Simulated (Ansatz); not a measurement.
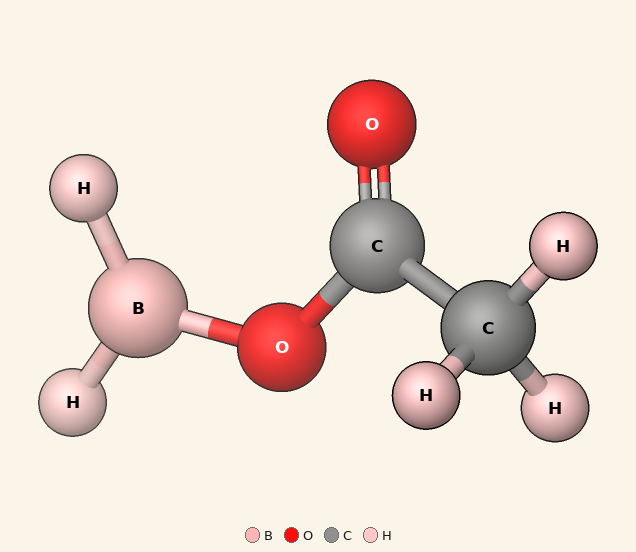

Simulated data, not a measurement (program: Ansatz).

Orthographic view. Distant atoms are faded towards the background colour. Geometry: moved along internal coordinates away from the minimum.

### Give the standard InChI.

InChI=1S/C2H5BO2/c1-2(4)5-3/h3H2,1H3
